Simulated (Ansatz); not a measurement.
# Calculations on CH8BInSi

### Relaxation

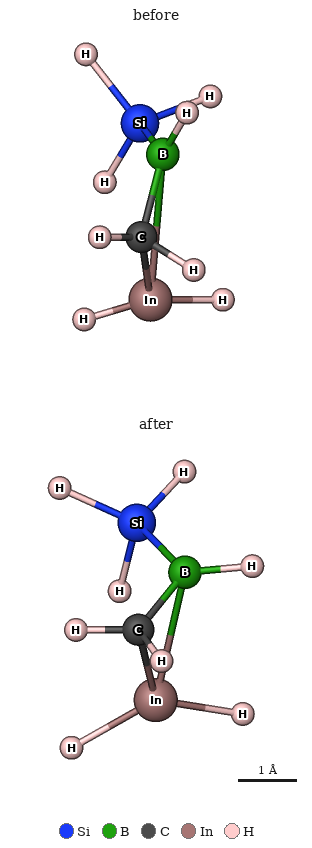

The structure of CH$_{8}$BInSi before (top) and after (bottom) a relaxation, at one scale.

A ball-and-stick model, seen from a free direction.

The run prepares an end point of a later path (hydrogen shift) calculation, from a guessed geometry.

The calculation used Ansatz 0.2.0, RKS PBE0/def2-mTZVP.

The input:
```yaml
crystal:
  periodic: [false, false, false]
  atoms:
    - { symbol: Si, position_ang: [-0.7919, 1.4189, 0.091] }
    - { symbol: B, position_ang: [-0.8575, -0.3056, -0.7214] }
    - { symbol: C, position_ang: [0.4305, -1.1824, -0.7264] }
    - { symbol: In, position_ang: [1.4158, -0.5525, 1.0587] }
    - { symbol: H, position_ang: [0.4861, 1.7257, 0.6409] }
    - { symbol: H, position_ang: [-1.1383, 2.4845, -0.9533] }
    - { symbol: H, position_ang: [-1.8327, 1.5298, 1.141] }
    - { symbol: H, position_ang: [-1.7853, -0.6756, -1.2768] }
    - { symbol: H, position_ang: [0.7852, -1.3672, -1.7142] }
    - { symbol: H, position_ang: [0.265, -2.1431, -0.1715] }
    - { symbol: H, position_ang: [0.7155, -0.7168, 2.293] }
    - { symbol: H, position_ang: [2.3846, -0.2706, 0.3732] }
basis:
  gaussian: { orbitals: def2-mTZVP }
hamiltonian:
  xc: pbe0
relax:
  f_tol: 0.02
  max_steps: 50
```

Command:
```bash
ansatz run input.yaml --threads 2 --pin off --max-ram 3072MiB --backend cpu --events-out ev --progress --plain --runs-dir out
```

> Summarise the run.

After 19 accepted moves (20 points after the start) the energy has fallen by 618.0 kJ/mol. The largest force component goes from 16 to 0.02 eV/Å. The line search rejected the trial step at point 13 of the run. The largest move after the best rigid fit is that of H8, 1.51 Å. Largest moves by element: H 1.51 Å, B 0.42 Å, C 0.38 Å, In 0.22 Å, Si 0.21 Å. Near-neighbour distances that change, for instance: In4–H12 1.220 → 1.721 Å, B2–In4 2.898 → 2.596 Å, In4–H11 1.429 → 1.718 Å, C3–In4 2.134 → 2.326 Å. Bond angles that change, for instance: In4–C3–H9 132.3° → 96.9°, H11–In4–H12 154.3° → 127.5°, In4–C3–H10 84.7° → 110.0°.

### Relaxation

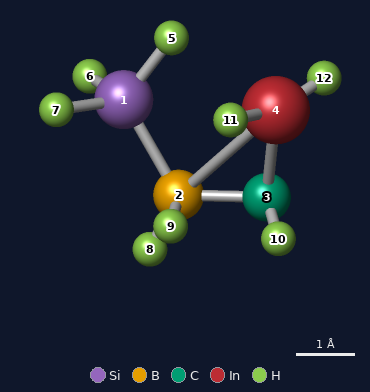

Starting structure of CH8BInSi. A ball-and-stick model, seen at a tilt.

The run prepares an end point of a later path (hydrogen shift) calculation, from a guessed geometry.

Level of theory: Ansatz 0.2.0, RKS PBE0/def2-mTZVP.

Input file:
```yaml
crystal:
  periodic: [false, false, false]
  atoms:
    - { symbol: Si, position_ang: [-0.7919, 1.4189, 0.091] }
    - { symbol: B, position_ang: [-0.8575, -0.3056, -0.7214] }
    - { symbol: C, position_ang: [0.4305, -1.1824, -0.7264] }
    - { symbol: In, position_ang: [1.4158, -0.5525, 1.0587] }
    - { symbol: H, position_ang: [0.4861, 1.7257, 0.6409] }
    - { symbol: H, position_ang: [-1.1383, 2.4845, -0.9533] }
    - { symbol: H, position_ang: [-1.8327, 1.5298, 1.141] }
    - { symbol: H, position_ang: [-1.7853, -0.6756, -1.2768] }
    - { symbol: H, position_ang: [-1.21105, -1.02255, 0.13293] }
    - { symbol: H, position_ang: [0.265, -2.1431, -0.1715] }
    - { symbol: H, position_ang: [0.7155, -0.7168, 2.293] }
    - { symbol: H, position_ang: [2.3846, -0.2706, 0.3732] }
basis:
  gaussian: { orbitals: def2-mTZVP }
hamiltonian:
  xc: pbe0
relax:
  f_tol: 0.02
  max_steps: 50
```

Launched with:
```bash
ansatz run input.yaml --threads 2 --pin off --max-ram 3072MiB --backend cpu --events-out ev --progress --plain --runs-dir out
```

### Where does the relaxation end?

Over 25 accepted moves (27 points after the start) the energy falls by 215.4 kcal/mol. Largest force component: 16 eV/Å at the start, 0.0074 eV/Å at the end. The line search rejected the trial steps at points 6, 26 of the run. The largest move after the best rigid fit is that of H8, 1.70 Å. By element the largest moves are H 1.70 Å, C 1.34 Å, In 0.30 Å, Si 0.25 Å, B 0.23 Å. Near-neighbour distances that change, for instance: B2–H9 1.170 → 2.271 Å, C3–H9 1.860 → 1.090 Å, In4–H12 1.220 → 1.718 Å, B2–In4 2.898 → 2.596 Å. New bonds form, among them: C3–H9 (1.86 → 1.09 Å). Bonds break, among them: B2–H9 (1.17 → 2.27 Å). Bond angles that change, for instance: C3–In4–H12 88.0° → 124.1°, H11–In4–H12 154.3° → 127.4°, In4–C3–H10 84.7° → 109.8°.

The structure at the end:

```xyz
12

Si   -1.0126    1.5035    0.0069
B    -0.6833   -0.2907   -0.8697
C    -0.6441   -1.4801    0.0200
In    1.3062   -0.4706    0.7876
H     0.1686    1.6468    0.9845
H    -0.9264    2.7333   -0.8246
H    -2.1938    1.5948    0.9107
H    -0.2880   -0.3447   -1.9991
H    -1.1617   -1.5211    0.9784
H    -0.4175   -2.4737   -0.3685
H     1.3680   -0.7031    2.4909
H     2.5653    0.0953   -0.2357
```

The end point in the same view:

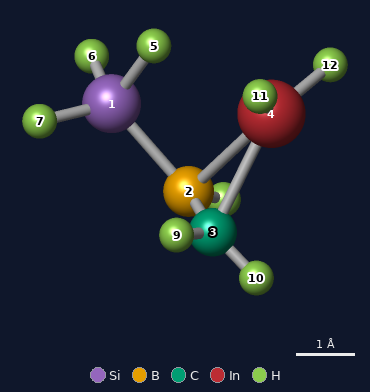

### Path

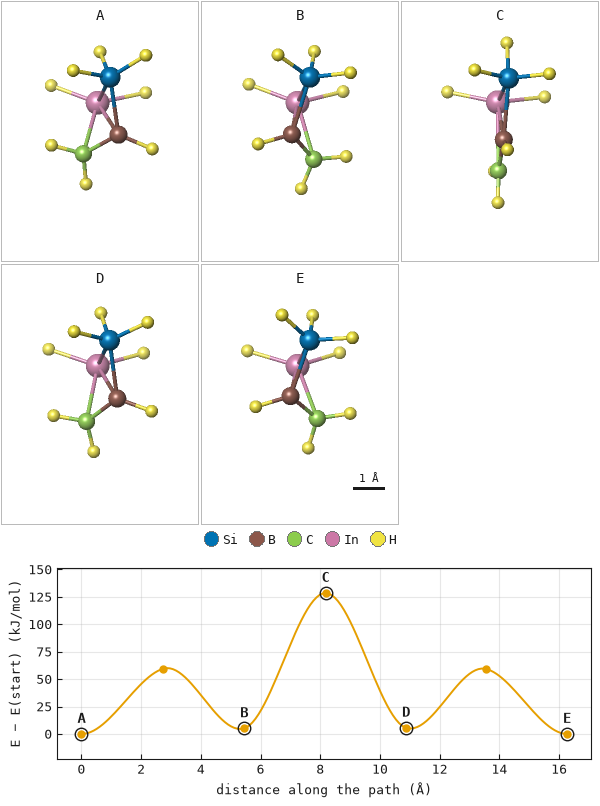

A search for the minimum-energy path of CH8BInSi by the nudged elastic band. Images are numbered from 0 (start) to 6 (end). Frames A to E are images 0, 2, 3, 4, 6. A ball-and-stick model, seen from a free direction.

Computed with RKS PBE0/def2-mTZVP (Ansatz). Set-up: 5 movable images; climbing image; force threshold 0.05 eV/Å; iteration limit 60; starting path through a guess of the saddle point.

### Describe the mechanism and the energy profile.

The two ends have the same energy, and the highest point, image 3, lies 128.5 kJ/mol above the start. The profile has 3 maxima (images 1, 3, 5) with a dip at image 2, 4 (+5.1 kJ/mol, +5.6 kJ/mol), so the process runs in steps. The path has more than one stage, and so few images may leave a stage unresolved. No bond forms or breaks between the ends. Among the angles between lasting bonds that change up to the highest image: In–C–H 96.9° → 170.5°, In–B–H 110.3° → 166.0°. The band converged in 36 iterations. The largest component of the band force went from 99 to 0.046 eV/Å. The climbing image converged on the top of the path. Its vibrational analysis gives one imaginary mode (448i cm⁻¹), as a transition state must have.

The run took 4.8 min on 2 threads of AMD EPYC 9R45 96-Core Processor (Zen 5), with other jobs on the host, peak memory 0.32 GiB.
